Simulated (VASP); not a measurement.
Band structure of Cu (fcc). Method: PBE GGA with spin-orbit coupling, VASP's PBE PAW potentials (set 64) (plane waves; VASP 6.6.1).

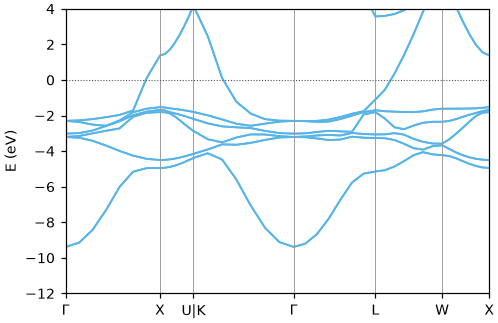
*Bands along high-symmetry lines, zero at the valence-band maximum or, without a gap, the Fermi level*

Task: Read the plot: is there a gap, and where are the band edges?

Result: It has no gap at this level: it comes out as a metal or semimetal.

The compound is Cu in the fcc structure. It was relaxed first.
